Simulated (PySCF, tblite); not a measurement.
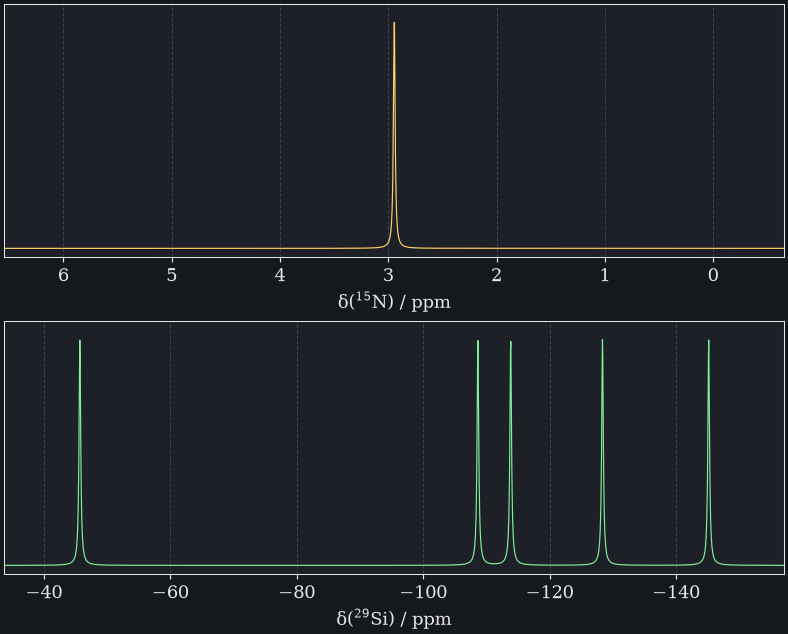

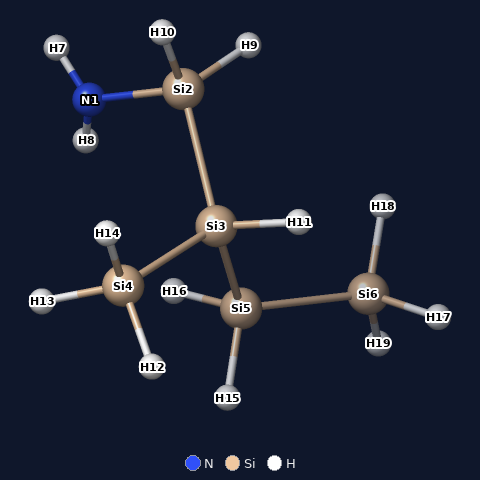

Spectrum and numbered structure of Si₅NH₁₃, SMILES N[SiH2][Si@@H]([SiH3])[SiH2][SiH3]. GIAO shifts, PBE0/pcSseg-1 with PySCF 2.14.0, at a GFN2-xTB geometry (a minimum by its frequencies), against NH₃ for ¹⁵N and TMS for ²⁹Si computed at the same level (¹⁵N: a single molecule, while the usual scales start at liquid NH₃ or nitromethane; multiply bonded nitrogen can come out tens of ppm too deshielded). Gas phase, fully decoupled, line heights follow the number of nuclei, widths are arbitrary (no quadrupolar broadening); values of one conformer, averaged over nuclei that symmetry, rotation about single bonds or inversion at nitrogen exchange, these motions taken as fast; other conformers aren't averaged in.

Where does the ¹⁵N line lie?

At 2.9 ppm (N1).

Which atoms give which ²⁹Si line?

```tsv
δ (ppm)	nuclei	atoms
−45.7	1	Si2
−108.7	1	Si4
−113.9	1	Si6
−128.4	1	Si5
−145.2	1	Si3
```

Note: the tight-binding geometry is rougher than a DFT one and adds to the error.
